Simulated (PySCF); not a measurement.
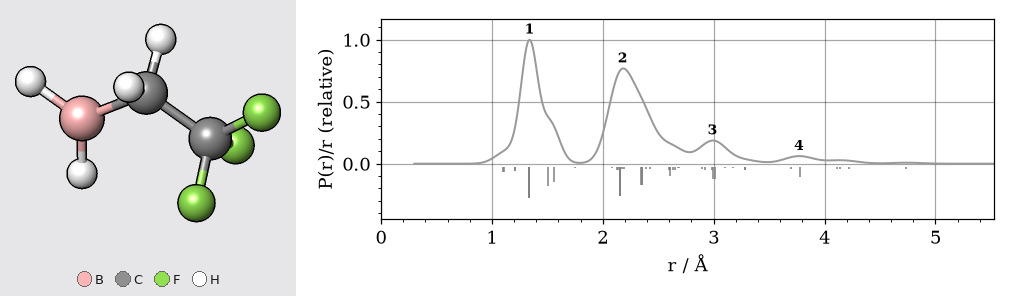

Simulated gas electron diffraction: radial distribution curve of C2H4BF3. Each pair of atoms contributes with weight ZᵢZⱼ/r (bars below the curve); damping constant 0.0015 Å²; vibrational amplitudes assumed, not computed: 0.05 Å for bonds, 0.078 Å for bonds to H, 0.06 + 0.015 r up to 0.15 Å for other pairs. The geometry is the end point of an optimisation (PySCF 2.14.0, density-fitted response routines, PBE0-D3(BJ)/def2-SVP geometry optimisation, gas phase); it may be a saddle point or a higher isomer.

Assign the numbered peaks of the radial distribution curve (– bonded, ··· not bonded).

Answer. Peak 1, 1.34 Å: F–C 1.34 Å (×3), C–C 1.50 Å, not resolved; in its flanks C–B 1.56 Å
Peak 2, 2.18 Å: F···F 2.15–2.16 Å (×3), F···C 2.35–2.36 Å (×3), not resolved
Peak 3, 2.99 Å: F···H 2.92–2.98 Å (×2), F···B 3.00–3.01 Å (×2), not resolved; in its flanks F···H 3.28 Å
Peak 4, 3.77 Å: C···H 3.70 Å, F···B 3.78 Å, not resolved
